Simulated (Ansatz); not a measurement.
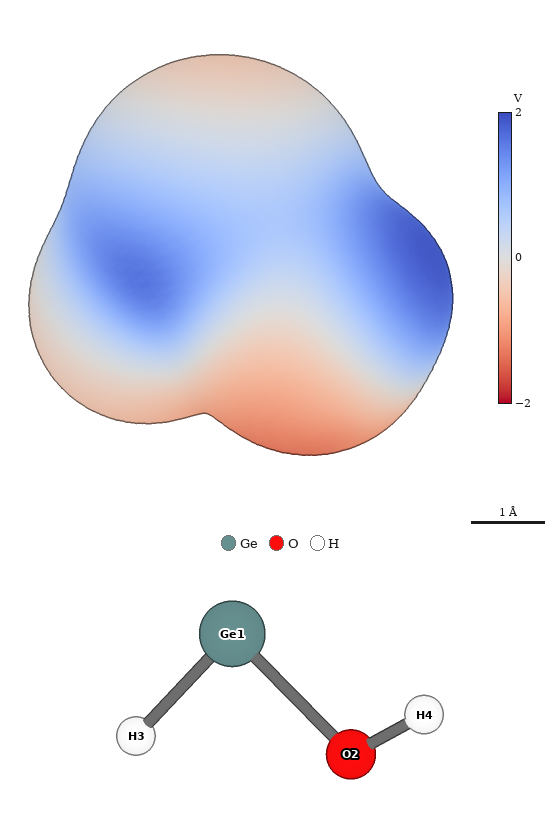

Figure 1: GeH2O. The molecular electrostatic potential painted on the density surface at 0.001 e/bohr³, seen at a tilt; the colour scale runs from red (negative) to blue (positive). The bare structure is drawn below in the same view.

Geometry: B3LYP/6-31G*.

All numbers below come from isolated molecule in a Gaussian basis; Kohn-Sham density functional theory, functional PBE0 in Ansatz.

**Where is the surface potential most negative and most positive?**

The most negative region (about −1.3 V) lies over O2, the most positive (about +1.8 V) over H4. O2 is the likeliest acceptor of a hydrogen bond.

**What dipole moment does the calculation give?**

Its dipole moment is 1.43 D.
